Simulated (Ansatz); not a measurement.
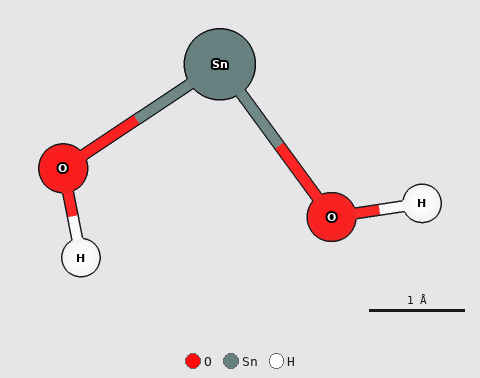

**Figure 1.** The structure as given in the input (ball-and-stick view, seen on its broad side). Sticks mark near contacts.

**SnH2O2: frequency calculation**

The run: frequency calculation of SnH2O2, SMILES [OH][Sn][OH]. Method and program: B3LYP/def2-TZVP, RKS, dispersion D4, core potentials def2-TZVP (Ansatz 0.2.0).

The geometry was optimised with B3LYP-D4/def2-TZVP. Figures and captions count atoms from 1; the log counts them from 0 in places.

Input:
```yaml
crystal:
  periodic: [false, false, false]
  atoms:
    - {symbol: O, position_ang: [-1.001240, 0.176003, -0.619569]}
    - {symbol: Sn, position_ang: [-0.155045, -0.950320, 0.806346]}
    - {symbol: O, position_ang: [1.574795, 0.004671, 0.640059]}
    - {symbol: H, position_ang: [-1.920920, -0.005660, -0.839531]}
    - {symbol: H, position_ang: [1.552209, 0.701606, -0.028805]}
basis:
  gaussian:
    orbitals: def2-TZVP
total_charge: 0
hamiltonian:
  xc: {name: B3LYP}
  dispersion: d4
phonons:
  temperatures:
    t_min: 298.15
    t_max: 298.15
    t_step: 1
```

Run on 1 thread of Arm Neoverse N1, 112 GiB of memory available, shared host.

Run as:
```bash
ansatz run molecule.yaml --threads 1 --pin off --max-ram 3480MiB --events-out events.jsonl --progress --plain --runs-dir runs
```

Output:
```
Functional definition: B3LYP
  name "B3LYP"
  parameter a0 = 0.2
  parameter ax = 0.72
  parameter ac = 0.81
  exchange = (1 - a0 - ax)*slater_x + ax*b88_x + a0*exact_x
  correlation = (1 - ac)*vwn_rpa_c + ac*lyp_c
822 factors; their error is unknown
mean field evaluation 1: about -9950.0424 eV, gradient 8.9e1 eV
mean field evaluation 2: about -9852.0242 eV, gradient 2.2e2 eV
mean field evaluation 4: about -9963.2403 eV, gradient 1.5e1 eV
mean field evaluation 8: about -9963.6201 eV, gradient 2.3e-1 eV
mean field evaluation 16: about -9963.6903 eV, gradient 1.4e-4 eV
mean field -9963.69029519 eV, -366.1588647163 hartree, gradient 3.6e-5 eV, S^2 0.000000; 0 other end points of the search recorded, 0 dependent functions left out
the calculation of the forces begins
reference -9963.69050867 eV, -366.1588725617 hartree; 20, 20 occupied and 104, 104 virtual orbitals, 822 factors
these checks for a lower state are left out or cut short: stability, starts, cluster_reference, orbital_swaps, neighbouring_geometries, increment
822 factors; their error is unknown
mean field -9963.69010897 eV, -366.1588578730 hartree, gradient 2.3e-6 eV, S^2 0.000000; 0 other end points of the search recorded, 0 dependent functions left out
[... from here on the field's lines of each further geometry are left out, up to the last ...]
the calculation of the forces begins
reference -9963.69043837 eV, -366.1588699783 hartree; 20, 20 occupied and 104, 104 virtual orbitals, 822 factors
these checks for a lower state are left out or cut short: stability, starts, cluster_reference, orbital_swaps, neighbouring_geometries, increment
822 factors; their error is unknown
mean field evaluation 224: about -9963.6901 eV, gradient 2.9e-1 eV
mean field -9963.69021475 eV, -366.1588617604 hartree, gradient 2.3e-6 eV, S^2 0.000000; 0 other end points of the search recorded, 0 dependent functions left out
the calculation of the forces begins
reference -9963.69042827 eV, -366.1588696068 hartree; 20, 20 occupied and 104, 104 virtual orbitals, 822 factors
Total energy: -9963.82570046 eV, -366.1638407681 hartree
Atom 0 at    -1.001240     0.176003    -0.619569 Å, force    -0.000363     0.000957    -0.001038 eV/Å
Atom 1 at    -0.155045    -0.950320     0.806346 Å, force     0.001440     0.001480    -0.000771 eV/Å
Atom 2 at     1.574795     0.004671     0.640059 Å, force    -0.001622    -0.000265    -0.000469 eV/Å
Atom 3 at    -1.920920    -0.005660    -0.839531 Å, force     0.000458    -0.001035     0.001150 eV/Å
Atom 4 at     1.552209     0.701606    -0.028805 Å, force     0.000087    -0.001137     0.001127 eV/Å
Dipole moment:    -0.478051    -0.277447     0.058762 e Å
Vibrations: 189.20 361.87 458.62 565.85 600.50 710.23 770.98 3784.90 3827.04 cm⁻¹, zero-point energy 0.698601 eV
```

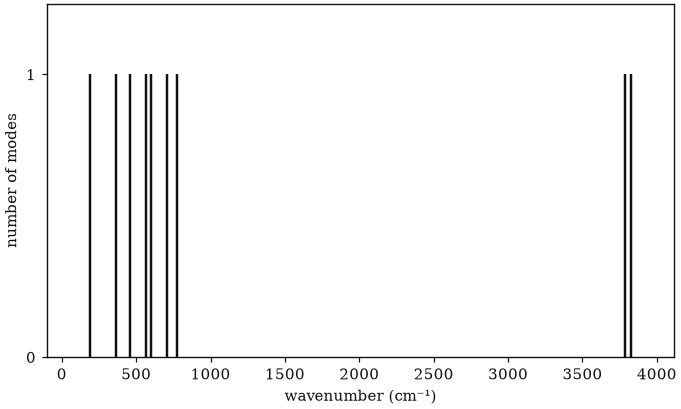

**Figure 2.** Harmonic vibrational wavenumbers from the force constants; neighbouring modes closer than 17 cm⁻¹ are counted in one stick. 9 modes from 189 to 3827 cm⁻¹, none imaginary.

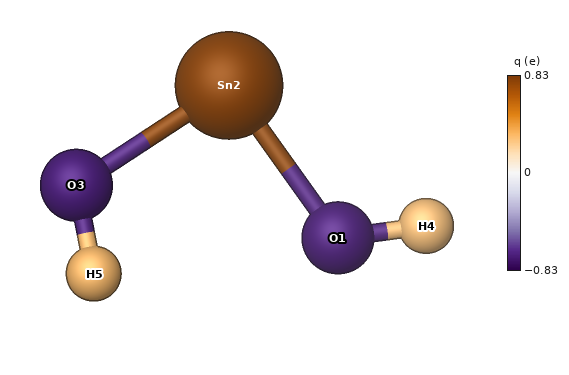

**Figure 3.** Mulliken charges, as the colour of each atom (ball-and-stick view, seen on its broad side; atoms are numbered from 1 in the order of the input; Mulliken charges depend strongly on the basis). By element: O −0.70 to −0.69, Sn +0.79 and H +0.29 to +0.31 e.

Results in brief:

- outcome: converged
- total energy: −366.163841 hartree
- SCF energy: −366.158873 hartree
- dispersion energy: −0.004968 hartree
- basis functions: 124
- largest force: 0.002 eV/Å
- zero-point energy: 0.025673 hartree
- dipole moment: 2.67 D
- wavenumbers, lowest and highest: 189 and 3827 cm⁻¹
- wall time: 2.1 min
- peak memory: 0.2 GiB

Notes:

Notes on the run: dispersion at fixed coordination numbers.
